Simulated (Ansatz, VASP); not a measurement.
# Cross-check of TiO2 (Rutile) between VASP and Ansatz

Wanted: the spread between two codes on one cell, functional and k mesh.

Method: plane waves, with VASP 6.6.1 beside it; relaxation of cell and atoms at r2SCAN and relaxation of cell and atoms at BLYP with D3(BJ), in Ansatz 0.2.0.

## 1. Set-up

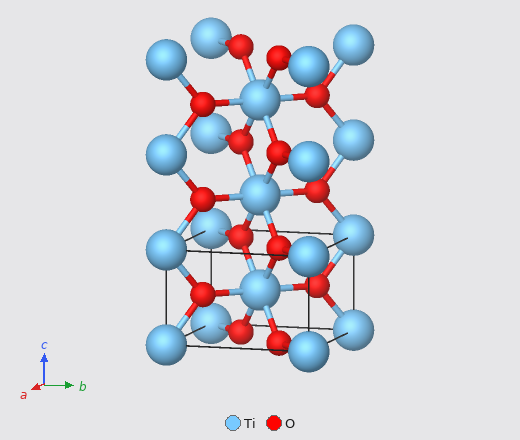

The starting structure, seen slightly off an axis (titanium blue, oxygen red). 1×1×3 cells are drawn. Some periodic images of atoms are drawn too.

## 2. Ansatz: relaxation of cell and atoms, r2SCAN

Ansatz runs on its default PAW (the set named soft_2) files.

The relaxed volume is the usual yardstick between codes: its relative difference is about their pressure difference at one cell divided by the bulk modulus.

input.yaml reads:

```yaml
crystal:
  lattice:
    - [4.5922, 0.0, 0.0]
    - [0.0, 4.5922, 0.0]
    - [0.0, 0.0, 2.9574]
  atoms:
    - { symbol: Ti, position: [0.0, 0.0, 0.0] }
    - { symbol: Ti, position: [0.5, 0.5, 0.5] }
    - { symbol: O, position: [0.30496, 0.30496, 0.0] }
    - { symbol: O, position: [0.19504, 0.80496, 0.5] }
    - { symbol: O, position: [0.69504, 0.69504, 0.0] }
    - { symbol: O, position: [0.80496, 0.19504, 0.5] }
hamiltonian:
  xc: r2scan
  pseudopotentials: { kind: paw }
kpoints:
  mp_grid: { grid: [5, 5, 8] }
scf:
  occupations: { method: fermi_dirac, width: 0.05 }
relax:
  f_tol: 0.01
  max_steps: 60
  cell: { stress_tol: 0.05 }
output:
  forces: true
  stress: true
  write_density: true
  write_potential: true
  elf: true
  volumetric_format: npy
```

Run with:

```sh
ansatz run input.yaml --threads 4 --pin off --max-ram 9216MiB --backend cpu --events-out ev --progress --plain --runs-dir out
```

Numbers of over 12 decimals in the logs are rounded to 6 here.

What it wrote:

```text
Engine: ansatz 0.2.0, aarch64-unknown-linux-gnu
Pseudopotentials: kind: paw
Pseudopotential: Ti, paw, valence charge 12, recommended cutoff 500 eV (meta_gga), Ti.paw.azcp
Pseudopotential: O, paw, valence charge 6, recommended cutoff 500 eV (meta_gga), O.paw.azcp
Functional definition: r2SCAN
  parameter k0 = 0.174
  parameter k1 = 0.065
  parameter a1 = 4.9479
  exchange = r2scan_x(k0 = k0, k1 = k1, a1 = a1)
  correlation = r2scan_c
Crystal: 6 atoms, lattice volume = 62.367 Å³
Basis set: ecut = 500 eV, 1559 PW (Γ), exchange–correlation on 144×144×96 points (64 copies of the dense FFT grid, shifted against one another)
Bands: 30, of which v1, the nominal top of the filled ones, is band 24 counted from 1 (23 counted from 0)
Symmetry: 16 space group operations
Space group: P42/mnm (ITA 136), of the structure as read, at distance tolerance 4.0e-5 Å
k-points: 30 of 200
Non-local potential: Ti, projectors of the file, l = 0: 3, l = 1: 2, l = 2: 3, l = 3: 1
Non-local potential: O, projectors of the file, l = 0: 2, l = 1: 2, l = 2: 1
PAW form: soft (Blöchl's): semilocal exchange-correlation on the pseudo side does not see the compensation charge
PAW frozen core: Ti, regenerated for the run's functional (the file was generated under x = pbe(κ = 0.804, μ = 0.219515), c = pbe(β = 0.066725))
PAW frozen core: O, regenerated for the run's functional (the file was generated under x = pbe(κ = 0.804, μ = 0.219515), c = pbe(β = 0.066725))
PAW one-centre angular grid: Ti, 590 points (default); XC on 160 Gauss nodes
PAW one-centre angular grid: O, 302 points (default); XC on 160 Gauss nodes
Initial density: superposition of atomic densities (neutral atoms: chi_scale 0, normalization atom), corrected by the library's trained network
Initial wavefunctions: pseudopotential atomic-orbital guess
Functional: x = r2scan, c = r2scan; τ floored in thin density (d = 2e-4 eV/Å³)
SCF iter   1: F=—  HF=-7292.561449 eV  |F-HF|=—  |Δ(HF+E_count)|=         —  Δρ=2.75e-2  dr2=5.49e-1  dr2_τ=3.86e-1  ethr=1.77e-3  ⟨swp⟩=5.4  Hψ=3618  notcnv=0
preconditioner: auto → Resta (q_TF=auto, 2.612 Å⁻¹)  ε∞=7.3  [insulator: Δε(μ)=2.747 eV  Ē_g=10.567 eV  σ=0.050 eV  W_gap=1.00  n_scr=18 (ndim 8)  ℏωp=26.6 eV  f_vac=0.016  D(μ)=0.00/eV (n_scr^D=0)  ε∞_Penn≈7.3]
SCF iter   2: F=—  HF=-7292.582922 eV  |F-HF|=—  |Δ(HF+E_count)|=   2.15e-2  Δρ=1.21e-2  dr2=4.39e-2  dr2_τ=2.80e-2  ethr=1.14e-3  ⟨swp⟩=3.0  Hψ=1982  notcnv=0  defer=42
SCF iter   3: F=—  HF=-7292.577572 eV  |F-HF|=—  |Δ(HF+E_count)|=   5.35e-3  Δρ=4.04e-3  dr2=6.05e-3  dr2_τ=5.38e-4  ethr=9.14e-5  ⟨swp⟩=2.0  Hψ=1476  notcnv=0  defer=42
SCF iter   4: F=—  HF=-7292.577378 eV  |F-HF|=—  |Δ(HF+E_count)|=   1.94e-4  Δρ=1.16e-3  dr2=4.23e-4  dr2_τ=1.05e-4  ethr=1.26e-5  ⟨swp⟩=2.0  Hψ=1350  notcnv=0  defer=42
SCF iter   5: F=—  HF=-7292.577446 eV  |F-HF|=—  |Δ(HF+E_count)|=   6.83e-5  Δρ=1.83e-4  dr2=2.37e-5  dr2_τ=1.45e-6  ethr=8.81e-7  ⟨swp⟩=2.1  Hψ=1263  notcnv=0  defer=42
SCF iter   6: F=—  HF=-7292.577449 eV  |F-HF|=—  |Δ(HF+E_count)|=   3.14e-6  Δρ=4.78e-5  dr2=1.96e-6  dr2_τ=9.69e-8  ethr=4.94e-8  ⟨swp⟩=2.0  Hψ=1585  notcnv=0  defer=42
SCF iter   7: F=—  HF=-7292.577449 eV  |F-HF|=—  |Δ(HF+E_count)|=   5.69e-8  Δρ=1.99e-5  dr2=2.89e-7  dr2_τ=1.42e-8  ethr=4.08e-9  ⟨swp⟩=2.1  Hψ=1239  notcnv=0  defer=42
SCF iter   8: F=-7292.577449 eV  HF=-7292.577449 eV  |F-HF|=2.24e-9  |Δ(HF+E_count)|=   2.16e-8  Δρ=2.52e-6  dr2=4.47e-9  dr2_τ=7.07e-11  ethr=2.08e-10  ⟨swp⟩=7.8  Hψ=4879  notcnv=0
SCF 1 converged in 8 iterations: F = -7292.577449 eV  dr2 = 4.47e-9
  greatest PAW one-centre occupation: 1.000 electrons in one spin orbital (limit 2), on the Ti atom at site 0 (counted from 0), in its partial waves of l = 0
relax step   1: F+E_penalty+E_count = -7292.57744925 eV  Δ(F+E_penalty+E_count) = +0.000e0 eV  max|allowed force component| = 3.596e-2 eV/Å  Δτ_max = 0.0000 Å  P = +0.201 GPa  Ω = 62.367 Å³  (8 SCF iters, dr2 threshold 1.00e-7 eV, accepted)
[...]
relax step   2: F+E_penalty+E_count = -7292.57780498 eV  Δ(F+E_penalty+E_count) = -3.557e-4 eV  max|allowed force component| = 3.891e-3 eV/Å  Δτ_max = 0.0026 Å  P = +0.049 GPa  Ω = 62.406 Å³  energy of the carried Pulay correction = -2.693e-5 eV  (4 SCF iters, dr2 threshold 3.89e-7 eV, accepted)
[...]
relax step   3: F+E_penalty+E_count = -7292.57784284 eV  Δ(F+E_penalty+E_count) = -3.786e-5 eV  max|allowed force component| = 3.022e-3 eV/Å  Δτ_max = 0.0005 Å  P = +0.017 GPa  Ω = 62.412 Å³  energy of the carried Pulay correction = -3.046e-5 eV  (4 SCF iters, dr2 threshold 1.57e-7 eV, accepted)
[...]
relax step   4: F+E_penalty+E_count = -7292.57784330 eV  Δ(F+E_penalty+E_count) = -4.539e-7 eV  max|allowed force component| = 1.817e-3 eV/Å  Δτ_max = 0.0001 Å  P = +0.000 GPa  Ω = 62.414 Å³  energy of the carried Pulay correction = -3.201e-5 eV  (4 SCF iters, dr2 threshold 6.96e-9 eV, accepted)
[...]
relax step   5: F+E_penalty+E_count = -7292.57787140 eV  Δ(F+E_penalty+E_count) = -2.810e-5 eV  max|allowed force component| = 1.809e-3 eV/Å  Δτ_max = 0.0000 Å  P = -0.000 GPa  Ω = 62.414 Å³  stress off target by 1.59e-2 GPa  SCF on the basis re-selected at this cell (its energy is not comparable with the rows above)  (5 SCF iters)
basis re-selected at this cell: Δ(F+E_penalty+E_count) = -2.810e-5 eV, ΔP = -0.000 GPa vs the last step (what re-selecting the basis moved, of the pressure what is left beyond the Pulay correction that the steps carried, after the strain that the cell walked since its last selection, with what the two solves' SCF thresholds leave and, on support functions, any second-order correction that the steps lacked; it is no m [...]
SCF converged after 5 iterations
Free energy (F): -7292.577871 eV
Harris-Foulkes:  -7292.577871 eV  (|F-HF|=1.09e-11)
Internal energy: -7292.577871 eV  (E = F + TS)
E sigma→0 (E₀):  -7292.577871 eV
Fermi energy:    9.890471 eV
--- Per-component energies (eV) ---
  E_band       = -440.854478
  E_kinetic    = 1251.132692
  E_local      = -3079.180562  (includes V_loc(G=0)·N_el)
  E_nonlocal   = 191.765005
  E_hartree    = 1170.451381
  E_xc         = -482.936072
  E_vxc        = -693.267502  (∫ρ·V_xc dr)
  E_paw        = -2747.306358  (= ΣΔE_a)
  E_vpaw       = -497.806392  (= ΣTr[D̂ρ^β])
  E_aug_tail   = 0.004761  (compensation charges beyond the density's cutoff)
  E_vtau       = 45.594798  (kinetic-family band-sum trace: ∫τ·v_τ [+ j·A + Jᵃ·Aᵃ] dr)
  E_ewald      = -3595.874040
  E_core_change = -0.634678  (= ΣΔE_core)
  E_smearing   = -0.000000  (= −TS)
  E_closure    = -0.000000  (closes the sum)
  Σ components = -7292.577871   (vs F -7292.577871, Δ=0.00e0)
--- Forces (eV/Å), atoms counted from 1 ---
  atom   1  Ti    -0.00000000    -0.00000000    -0.00000000
  atom   2  Ti    -0.00000000    -0.00000000    -0.00000000
  atom   3  O     -0.00180868    -0.00180868    -0.00000000
  atom   4  O      0.00180868    -0.00180868    -0.00000000
  atom   5  O      0.00180868     0.00180868     0.00000000
  atom   6  O     -0.00180868     0.00180868     0.00000000
  max |Σ_I F_I| component: 2.60e-18 eV/Å
--- Stress (GPa, compression-positive) ---
       -0.008688       0.000000       0.000000
        0.000000      -0.008688       0.000000
        0.000000       0.000000       0.015888
  P = ⅓ Tr σ = -0.0005 GPa (-0.005 kbar)
--- Band table (eV; the first three rows and the last of 30) ---
  k-point 0: bands = [... 20 lower, 8.0619, 8.3289, 8.3289, 8.8069, 11.0273, 11.3501, 11.5691, 11.6672, ... 2 higher]
  k-point 1: bands = [... 20 lower, 7.4434, 8.0273, 8.0273, 8.7204, 11.3933, 11.4730, 11.4864, 11.8561, ... 2 higher]
  k-point 2: bands = [... 20 lower, 6.9674, 7.2963, 7.2963, 8.3247, 11.3902, 11.7227, 12.0075, 12.2836, ... 2 higher]
  k-point 29: bands = [... 20 lower, 7.3830, 7.4648, 7.9478, 8.0569, 11.4327, 11.7817, 12.3482, 12.4125, ... 2 higher]
--- Relaxed structure (4 steps of the walk, 4 accepted, 1 SCFs on fresh bases) ---
  F+E_penalty+E_count = -7292.57787140 eV   max|allowed force component| = 1.809e-3 eV/Å   (the final SCF, on the basis selected at the relaxed cell)
  cell:  # Å, volume = 62.4140 Å³
    - [4.596935, 0, 0.0]
    - [0, 4.596935, 0.0]
    - [0.0, 0.0, 2.953557]
  atoms:
    - { symbol: Ti, position: [0, 0, 0.0] }
    - { symbol: Ti, position: [0.500000, 0.500000, 0.5] }
    - { symbol: O, position: [0.304632, 0.304632, 0.0] }
    - { symbol: O, position: [0.195368, 0.804632, 0.5] }
    - { symbol: O, position: [0.695368, 0.695368, 0.0] }
    - { symbol: O, position: [0.804632, 0.195368, 0.5] }
```

The job ended after 12 s (4 threads of Arm Neoverse V1, shared host; peak memory 0.54 GiB; 46 s of CPU time).

## 3. VASP: relaxation of cell and atoms, r2SCAN

The same cell, functional, mesh and smearing now go to VASP, with its own data sets and cutoff.

Lines of VASP's logs that name or quote its potential files are left out, and so is its time.

INCAR reads:

```
SYSTEM = TiO2
PREC = Accurate
ENCUT = 560
EDIFF = 1E-06
NELM = 100
ISMEAR = -1
SIGMA = 0.05
LREAL = .FALSE.
ALGO = Normal
METAGGA = R2SCAN
LASPH = .TRUE.
NBANDS = 30
LORBIT = 11
LWAVE = .FALSE.
LCHARG = .FALSE.
KPAR = 4
IBRION = 2
NSW = 60
ISIF = 3
EDIFFG = -0.01
```

POSCAR reads:

```
TiO2
1.0
    4.5922000000      0.0000000000      0.0000000000
    0.0000000000      4.5922000000      0.0000000000
    0.0000000000      0.0000000000      2.9574000000
Ti O
2 4
Direct
    0.0000000000      0.0000000000      0.0000000000
    0.5000000000      0.5000000000      0.5000000000
    0.3049600000      0.3049600000      0.0000000000
    0.1950400000      0.8049600000      0.5000000000
    0.6950400000      0.6950400000      0.0000000000
    0.8049600000      0.1950400000      0.5000000000
```

KPOINTS reads:

```
Automatic mesh
0
Gamma
5 5 8
0 0 0
```

Potentials, in the order of the species: Ti_sv and O (PBE family, release 64).

Run with:

```sh
mpirun -np 4 vasp_std
```

What it wrote:

```text
[banner, memory and clock lines left out]
running    4 mpi-ranks, on    1 nodes
 distrk:  each k-point on    1 cores,    4 groups
 distr:  one band on    1 cores,    1 groups

 POSCAR found type information on POSCAR TiO
 POSCAR found :  2 types and       6 ions
|                                                                             |
|               ----> ADVICE to this user running VASP <----                  |
|                                                                             |
|     You enforced a specific xc type in the INCAR file but a different       |
|     [... a line on the potential file left out ...]
|     I HOPE YOU KNOW WHAT YOU ARE DOING!                                     |
|                                                                             |

 LDA part: xc-table for (None), standard interpolation
 POSCAR, INCAR and KPOINTS ok, starting setup
 FFT: planning ... GRIDC
 FFT: planning ... GRID_SOFT
 FFT: planning ... GRID
 WAVECAR not read
 entering main loop
       N       E                     dE             d eps       ncg     rms          rms(c)
DAV:   1     0.689613199812E+03    0.68961E+03   -0.26130E+04  1800   0.202E+03
DAV:   2     0.183990435197E+02   -0.67121E+03   -0.63863E+03  1924   0.589E+02
DAV:   3    -0.962302076936E+02   -0.11463E+03   -0.11085E+03  2690   0.218E+02
DAV:   4    -0.101738100898E+03   -0.55079E+01   -0.54994E+01  2510   0.478E+01
DAV:   5    -0.101956889296E+03   -0.21879E+00   -0.21872E+00  2474   0.805E+00    0.317E+01
DAV:   6    -0.688741408835E+02    0.33083E+02   -0.71191E+01  2278   0.102E+02    0.784E+00
DAV:   7    -0.696705100193E+02   -0.79637E+00   -0.49553E+00  2320   0.162E+01    0.596E+00
DAV:   8    -0.698105075712E+02   -0.14000E+00   -0.95968E-01  1940   0.800E+00    0.158E+00
DAV:   9    -0.697936853593E+02    0.16822E-01   -0.14295E-01  2346   0.293E+00    0.823E-01
DAV:  10    -0.698027994017E+02   -0.91140E-02   -0.92216E-02  2124   0.324E+00    0.763E-01
DAV:  11    -0.697981101015E+02    0.46893E-02   -0.31752E-02  2038   0.206E+00    0.101E-01
DAV:  12    -0.697983181750E+02   -0.20807E-03   -0.19016E-03  2288   0.365E-01    0.718E-02
DAV:  13    -0.697982610130E+02    0.57162E-04   -0.67910E-04  2498   0.187E-01    0.245E-02
DAV:  14    -0.697982531571E+02    0.78559E-05   -0.30217E-05  2084   0.438E-02    0.120E-02
DAV:  15    -0.697982524029E+02    0.75415E-06   -0.78087E-06  2290   0.271E-02
   1 F= -.69798252E+02 E0= -.69798252E+02  d E =-.697983E+02
[...]
2 F= -.69796510E+02 E0= -.69796510E+02  d E =0.174228E-02
[...]
3 F= -.69799935E+02 E0= -.69799935E+02  d E =-.168221E-02
[...]
4 F= -.69799935E+02 E0= -.69799935E+02  d E =-.168249E-02
 curvature:  -0.21 expect dE=-0.364E-04 dE for cont linesearch -0.457E-06
 ZBRENT: accuracy reached
 trial: gam= 0.03684 g(F)=  0.727E-04 g(S)=  0.987E-04 ort =-0.133E-03 (trialstep = 0.883E+00)
 search vector abs. value=  0.173E-03
 bond charge predicted
       N       E                     dE             d eps       ncg     rms          rms(c)
DAV:   1    -0.698000331735E+02   -0.97692E-04   -0.25249E-02  1800   0.133E+00    0.754E-02
DAV:   2    -0.698000389728E+02   -0.57993E-05   -0.88987E-04  2254   0.208E-01    0.462E-02
DAV:   3    -0.698000182312E+02    0.20742E-04   -0.65047E-05  2844   0.722E-02    0.158E-02
DAV:   4    -0.698000164959E+02    0.17354E-05   -0.12391E-05  2186   0.281E-02    0.553E-03
DAV:   5    -0.698000169016E+02   -0.40576E-06   -0.12435E-06  1084   0.958E-03
   5 F= -.69800017E+02 E0= -.69800017E+02  d E =-.820072E-04
 trial-energy change:   -0.000082  1 .order   -0.000083   -0.000147   -0.000019
 step:   1.0140(harm=  1.0140)  dis= 0.00078  next Energy=   -69.800019 (dE=-0.844E-04)
 reached required accuracy - stopping structural energy minimisation
```

OUTCAR, selected parts (step 3):

```text
ion  position               nearest neighbor table
   1  0.000  0.000  0.000-   4 1.95   6 1.95   4 1.95   6 1.95   5 1.98   3 1.98
   2  0.500  0.500  0.500-   3 1.95   5 1.95   3 1.95   5 1.95   4 1.98   6 1.98
   3  0.305  0.305  0.000-   2 1.95   2 1.95   1 1.98
   4  0.195  0.805  0.500-   1 1.95   1 1.95   2 1.98
   5  0.695  0.695  0.000-   2 1.95   2 1.95   1 1.98
   6  0.805  0.195  0.500-   1 1.95   1 1.95   2 1.98

  LATTYP: Found a simple tetragonal cell.
 ALAT       =     4.5922000000
 C/A-ratio  =     0.6440050520

 Subroutine GETGRP returns: Found 16 space group operations
 (whereof  8 operations were pure point group operations)

The static configuration has the point symmetry D_2h.
 The point group associated with its full space group is D_4h.

 Found     30 irreducible k-points:

   k-points           NKPTS =     30   k-points in BZ     NKDIM =     30   number of bands    NBANDS=     30

   dimension x,y,z NGX =    36 NGY =   36 NGZ =   24
   dimension x,y,z NGXF=    72 NGYF=   72 NGZF=   48

   ENCUT  =  560.0 eV  41.16 Ry    6.42 a.u.   8.86  8.86  5.71*2*pi/ulx,y,z

   NELECT =      48.0000    total number of electrons

 k-points in reciprocal lattice and weights: Automatic mesh
   0.00000000  0.00000000  0.00000000       0.005
   0.20000000  0.00000000  0.00000000       0.020
   0.40000000  0.00000000  0.00000000       0.020
   0.20000000  0.20000000  0.00000000       0.020
   0.40000000  0.20000000  0.00000000       0.040
   0.40000000  0.40000000  0.00000000       0.020
   0.00000000  0.00000000  0.12500000       0.010
   0.20000000  0.00000000  0.12500000       0.040
   0.40000000  0.00000000  0.12500000       0.040
[...]
0.40000000  0.20000000  0.50000000       0.040
   0.40000000  0.40000000  0.50000000       0.020

 average (electrostatic) potential at core
       1 -80.9592       2 -80.9592       3 -73.0351       4 -73.0351       5 -73.0351
       6 -73.0351

 E-fermi :   5.4759

 k-point     1 :       0.0000    0.0000    0.0000
  band No.  band energies     occupation
    ...
     20       2.4196      2.00000
     21       3.7338      2.00000
     22       4.0126      2.00000
     23       4.0126      2.00000
     24       4.5047      2.00000
     25       6.7168      0.00000
     26       7.0375      0.00000
     27       7.2658      0.00000
     28       7.3598      0.00000
     29       7.3598      0.00000
    ...

 k-point     2 :       0.2000    0.0000    0.0000
  band No.  band energies     occupation
    ...
     20       2.4524      2.00000
     21       3.3453      2.00000
     22       3.4944      2.00000
     23       3.7285      2.00000
     24       4.3505      2.00000
     25       6.9215      0.00000
     26       7.2897      0.00000
     27       7.5130      0.00000
     28       7.5362      0.00000
     29       7.5661      0.00000
    ...

 k-point     3 :       0.4000    0.0000    0.0000
  band No.  band energies     occupation
    ...
     20       1.9913      2.00000
     21       2.6261      2.00000
     22       3.0152      2.00000
     23       3.5994      2.00000
     24       3.9405      2.00000
     25       7.2739      0.00000
     26       7.4555      0.00000
     27       7.8075      0.00000
     28       7.8608      0.00000
     29       8.1078      0.00000
    ...

  Total        0.0093714      0.0093714     -0.0199220      0.0000000      0.0000000      0.0000000
  in kB        0.2395222      0.2395222     -0.5091853      0.0000000      0.0000000      0.0000000
  external PRESSURE =      -0.0100469 kB  Pullay stress =       0.0000000 kB

  energy-cutoff  :      560.00
  volume of cell :       62.69
      direct lattice vectors                 reciprocal lattice vectors
     4.601048942 -0.000000000  0.000000000     0.217341744  0.000000000  0.000000000
    -0.000000000  4.601048942  0.000000000     0.000000000  0.217341744  0.000000000
     0.000000000  0.000000000  2.961113389     0.000000000  0.000000000  0.337710810

 POSITION                                       TOTAL-FORCE (eV/Angst)
 -----------------------------------------------------------------------------------
      4.60105     -0.00000      0.00000         0.000000      0.000000     -0.000000
      2.30052      2.30052      1.48056         0.000000      0.000000     -0.000000
      1.40127      1.40127      2.96111        -0.000524     -0.000524      0.000000
      0.89926      3.70179      1.48056         0.000524     -0.000524     -0.000000
      3.19978      3.19978      0.00000         0.000524      0.000524     -0.000000
      3.70179      0.89926      1.48056        -0.000524      0.000524     -0.000000
 -----------------------------------------------------------------------------------
    total drift:                                0.000000      0.000000     -0.000000

  FREE ENERGIE OF THE ION-ELECTRON SYSTEM (eV)
  ---------------------------------------------------
  free  energy   TOTEN  =       -69.8000169016 eV

  energy  without entropy=      -69.8000169016  energy(sigma->0) =      -69.80001690

 reached required accuracy - stopping structural energy minimisation

 total charge
# of ion       s       p       d       tot
------------------------------------------
    1        2.217   6.299   1.640  10.155
    2        2.217   6.299   1.640  10.155
    3        1.574   3.531   0.000   5.105
    4        1.574   3.531   0.000   5.105
    5        1.574   3.531   0.000   5.105
    6        1.574   3.531   0.000   5.105
--------------------------------------------------
tot         10.731  26.720   3.280  40.731

[... 3 further parts left out ...]
```

## 4. Differences

Known differences besides the PAW data sets themselves: VASP keeps PBE cores, Ansatz makes them for the functional; both relaxations stop at a tolerance, which leaves soft axes loose, and VASP keeps its plane-wave basis; the cutoff is 500 eV in Ansatz and 560 eV in VASP; Ansatz adds a Pulay correction to the stress that steers its cell, VASP none. Total energies have different zeros and are not compared.

Both answers:

```tsv
quantity	Ansatz	VASP	difference
volume (Å³)	62.41	62.69	-0.43 %
edge a after relaxation, in the typed setting (Å)	4.597	4.601	-0.09 %
edge c after relaxation, in the typed setting (Å)	2.954	2.961	-0.25 %
```

The walks stopped with 0.00 GPa left in Ansatz and 0.00 GPa in VASP; each walk ends within a tolerance, so the volume difference is uncertain by about these residues over the bulk modulus, most in soft cells.

(Part 1 of 2 ends here.)

[Lines on the potential files, build, host, timing and source positions are cut from VASP's logs without a mark.]

[Logs are printed without paths, hosts, clocks, repeated set-up lines and the standing remarks that a program may print on its own settings, such as how far it seeks lower states.]

[Hosts, paths, dates, database ids (printed as entryN), source tags and the programs' standing remarks are cut or masked in the printed files.]
